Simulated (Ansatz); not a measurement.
**CH3F2NO: how energies converge with the basis set**

Aim: see how fast density functionals converge with the basis set for CH3F2NO.

The runs use Ansatz 0.2.0, Gaussian basis; one geometry, several basis sets.

Plan: PBE0-D4/def2-SVP; ωB97M-V/def2-SVP; PBE0-D4/def2-QZVPP; ωB97M-V/def2-QZVPP; the functionals' def2-TZVPP values are taken from earlier runs.

### 1 Structure used throughout

All runs share one geometry, relaxed beforehand with PBE0-D4 in a triple-zeta def2 set.

SMILES `NC(O)(F)F`, 8 atoms, charge 0, spin multiplicity 1.

Atoms are counted from 1 here; the program's logs count them from 0.

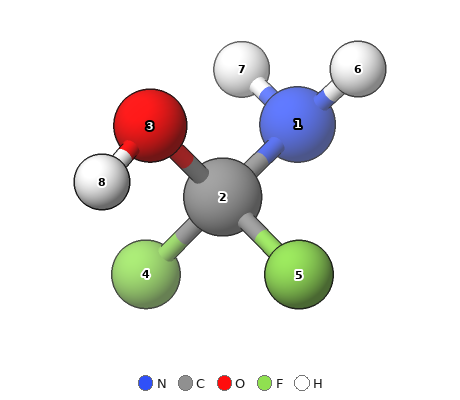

The structure; nitrogen blue, carbon grey, oxygen red, fluorine green, hydrogen white; atoms are numbered from 1 in the order of the file.

Geometry (Å):

```xyz
8
CH3F2NO
N    -0.0910    1.1724    0.0184
C     0.2480   -0.1696   -0.2055
O    -0.5103   -1.0516    0.5098
F     0.1256   -0.4460   -1.5281
F     1.5566   -0.3567    0.0998
H     0.0332    1.4045    0.9949
H    -1.0520    1.3379   -0.2497
H    -0.2180   -1.9481    0.3047
```

### 2 PBE0-D4 in def2-SVP

Input file in.yaml:

```yaml
crystal:
  periodic: [false, false, false]
  atoms:
    - {symbol: N, position_ang: [-0.091029, 1.172421, 0.018399]}
    - {symbol: C, position_ang: [0.248013, -0.169608, -0.205530]}
    - {symbol: O, position_ang: [-0.510301, -1.051636, 0.509810]}
    - {symbol: F, position_ang: [0.125641, -0.445987, -1.528096]}
    - {symbol: F, position_ang: [1.556604, -0.356674, 0.099840]}
    - {symbol: H, position_ang: [0.033201, 1.404505, 0.994854]}
    - {symbol: H, position_ang: [-1.052000, 1.337927, -0.249744]}
    - {symbol: H, position_ang: [-0.218029, -1.948146, 0.304668]}
basis:
  gaussian: {orbitals: def2-SVP}
hamiltonian: {xc: pbe0, dispersion: d4}
output: {orbitals: {seedname: orbitals}}
```

Launch:

```
ansatz run in.yaml --threads 2 --pin off --events-out ev --progress --plain --max-ram 4352MiB
```

The log of the run:

```text
Functional definition: PBE0
  name "PBE0"
  cite "Adamo & Barone, J. Chem. Phys. 110, 6158 (1999) doi:10.1063/1.478522"
  cite "Perdew, Burke & Ernzerhof, Phys. Rev. Lett. 77, 3865 (1996) doi:10.1103/PhysRevLett.77.3865"
  parent pbe
  parameter a = 0.25
  parameter kappa = 0.804
  parameter beta = 0.06672455060314922
  exchange = (1 - a)*pbe_x(kappa = kappa, mu = beta*pi^2/3) + a*exact_x
  correlation = pbe_c(beta = beta)
943 factors; their error is unknown
mean field evaluation 1: about -10033.4516 eV, gradient 5.9e1 eV
mean field evaluation 2: about -10030.5306 eV, gradient 7.1e1 eV
mean field evaluation 4: about -10039.3805 eV, gradient 1.7e0 eV
mean field evaluation 8: about -10039.3947 eV, gradient 2.0e-2 eV
mean field -10039.39472983 eV, -368.9409513749 hartree, gradient 2.8e-5 eV, S^2 0.000000; 0 other end points of the search recorded, 0 dependent functions left out
reference -10039.39474517 eV, -368.9409519389 hartree; 21, 21 occupied and 64, 64 virtual orbitals, 943 factors
Total energy: -10039.48634869 eV, -368.9443183060 hartree
```

Run time: 1.1 s. Hardware: 2 threads of Arm Neoverse V1, shared host.

### 3 ωB97M-V in def2-SVP

Edit in.yaml of step 2 so:

```diff
@@ -13,3 +13,3 @@
   gaussian: {orbitals: def2-SVP}
-hamiltonian: {xc: pbe0, dispersion: d4}
+hamiltonian: {xc: {name: wB97M-V}}
 output: {orbitals: {seedname: orbitals}}
```

Launched as before.

The log of the run, cut to the lines that bear on the results:

```text
Functional definition: wB97M-V
  name "wB97M-V"
  cite "Mardirossian & Head-Gordon, J. Chem. Phys. 144, 214110 (2016) doi:10.1063/1.4952647"
  cite "Becke, J. Chem. Phys. 107, 8554 (1997) doi:10.1063/1.475007"
  cite "Vydrov & Van Voorhis, J. Chem. Phys. 133, 244103 (2010) doi:10.1063/1.3521275"
  # Of w^i u^j: cxij and so on, Table III.
[...]
  gx(w, u) = 1 - cx + cx01*u + cx10*w
  gss(w, u) = css00 + css04*u^4 + css10*w + css20*w^2 + css43*w^4*u^3
  gos(w, u) = cos00 + cos10*w + (cos20 + cos21*u)*w^2 + (cos60 + cos61*u)*w^6
[...]
      + integral(e_c_pw_mod_opposite_spin*gos(b97_w_opposite, b97_u_opposite)) + vv10(b, c)
943 factors; their error is unknown
186 factors; integrals over basis functions are off by at most 7.9e-6 eV
[...]
mean field -10046.57390798 eV, -369.2047813057 hartree, gradient 3.0e-5 eV, S^2 0.000000; 0 other end points of the search recorded, 0 dependent functions left out
reference -10046.57393393 eV, -369.2047822594 hartree; 21, 21 occupied and 64, 64 virtual orbitals, 943 factors
Total energy: -10046.57393393 eV, -369.2047822594 hartree
```

It took 4.4 s on 2 threads of Arm Neoverse V1, shared host.

### 4 PBE0-D4 in def2-QZVPP

Edit in.yaml of step 3 so:

```diff
@@ -12,4 +12,4 @@
 basis:
-  gaussian: {orbitals: def2-SVP}
-hamiltonian: {xc: {name: wB97M-V}}
+  gaussian: {orbitals: "def2-QZVPP.json"}
+hamiltonian: {xc: pbe0, dispersion: d4}
 output: {orbitals: {seedname: orbitals}}
```

The command is unchanged.

The log of the run:

```text
Functional definition: PBE0
  name "PBE0"
  cite "Adamo & Barone, J. Chem. Phys. 110, 6158 (1999) doi:10.1063/1.478522"
  cite "Perdew, Burke & Ernzerhof, Phys. Rev. Lett. 77, 3865 (1996) doi:10.1103/PhysRevLett.77.3865"
  parent pbe
  parameter a = 0.25
  parameter kappa = 0.804
  parameter beta = 0.06672455060314922
  exchange = (1 - a)*pbe_x(kappa = kappa, mu = beta*pi^2/3) + a*exact_x
  correlation = pbe_c(beta = beta)
1088 factors; their error is unknown
mean field evaluation 1: about -10044.5853 eV, gradient 6.9e1 eV
mean field evaluation 2: about -10039.5165 eV, gradient 8.6e1 eV
mean field evaluation 4: about -10051.9683 eV, gradient 3.8e0 eV
mean field evaluation 8: about -10051.9923 eV, gradient 2.0e-2 eV
mean field evaluation 16: about -10051.9924 eV, gradient 1.7e-5 eV
mean field -10051.99235636 eV, -369.4039056110 hartree, gradient 1.7e-5 eV, S^2 0.000000; 0 other end points of the search recorded, 0 dependent functions left out
reference -10051.99238098 eV, -369.4039065157 hartree; 21, 21 occupied and 354, 354 virtual orbitals, 1088 factors
Total energy: -10052.08398449 eV, -369.4072728828 hartree
```

It took 7 s on 2 threads of Arm Neoverse V1, shared host; peak memory 0.93 GiB.

### 5 ωB97M-V in def2-QZVPP

Edit in.yaml of step 4 so:

```diff
@@ -13,3 +13,3 @@
   gaussian: {orbitals: "def2-QZVPP.json"}
-hamiltonian: {xc: pbe0, dispersion: d4}
+hamiltonian: {xc: {name: wB97M-V}}
 output: {orbitals: {seedname: orbitals}}
```

Launched as before.

The log of the run, cut to the lines that bear on the results:

```text
Functional definition: wB97M-V
  name "wB97M-V"
  cite "Mardirossian & Head-Gordon, J. Chem. Phys. 144, 214110 (2016) doi:10.1063/1.4952647"
  cite "Becke, J. Chem. Phys. 107, 8554 (1997) doi:10.1063/1.475007"
  cite "Vydrov & Van Voorhis, J. Chem. Phys. 133, 244103 (2010) doi:10.1063/1.3521275"
  # Of w^i u^j: cxij and so on, Table III.
[...]
  gx(w, u) = 1 - cx + cx01*u + cx10*w
  gss(w, u) = css00 + css04*u^4 + css10*w + css20*w^2 + css43*w^4*u^3
  gos(w, u) = cos00 + cos10*w + (cos20 + cos21*u)*w^2 + (cos60 + cos61*u)*w^6
[...]
      + integral(e_c_pw_mod_opposite_spin*gos(b97_w_opposite, b97_u_opposite)) + vv10(b, c)
1088 factors; their error is unknown
249 factors; integrals over basis functions are off by at most 6.9e-6 eV
[...]
mean field -10059.43044309 eV, -369.6772502567 hartree, gradient 3.3e-5 eV, S^2 0.000000; 0 other end points of the search recorded, 0 dependent functions left out
reference -10059.43048276 eV, -369.6772517146 hartree; 21, 21 occupied and 354, 354 virtual orbitals, 1088 factors
Total energy: -10059.43048276 eV, -369.6772517146 hartree
```

It took 18 s on 2 threads of Arm Neoverse V1, shared host; peak memory 1.1 GiB.

### 6 Density functionals: the series

The def2-TZVPP values come from earlier runs at the same geometry.

| functional | basis | functions | energy (eV) | from the largest (eV) | HOMO (eV) | LUMO (eV) |
| --- | --- | --- | --- | --- | --- | --- |
| PBE0-D4 | def2-SVP | 85 | -10039.4863 | 12.598 | -8.21 | 1.76 |
| PBE0-D4 | def2-TZVPP | 197 | -10051.5556 | 0.528 | -8.51 | 0.93 |
| PBE0-D4 | def2-QZVPP | 375 | -10052.0840 | 0.000 | -8.57 | 0.49 |
| ωB97M-V | def2-SVP | 85 | -10046.5739 | 12.857 | -10.66 | 3.36 |
| ωB97M-V | def2-TZVPP | 197 | -10058.9288 | 0.502 | -10.98 | 2.30 |
| ωB97M-V | def2-QZVPP | 375 | -10059.4305 | 0.000 | -11.04 | 1.67 |

### 7 Summary of results

| quantity | value |
| --- | --- |
| PBE0-D4: double and triple zeta above quadruple | 12.60, 0.53 eV |
| ωB97M-V: double and triple zeta above quadruple | 12.86, 0.50 eV |

For PBE0-D4 the step from double to triple zeta gains 12.07 eV and the next only 0.53 eV. These are total energies; as a rule much of such shifts cancels in differences, which this series doesn't test. The LUMO of ωB97M-V is positive and keeps falling with the basis (3.36 to 1.67 eV): an unbound level that the basis holds in place.

For PBE0-D4 the largest set took about 7 times as long as the smallest (7 s against 1.1 s).
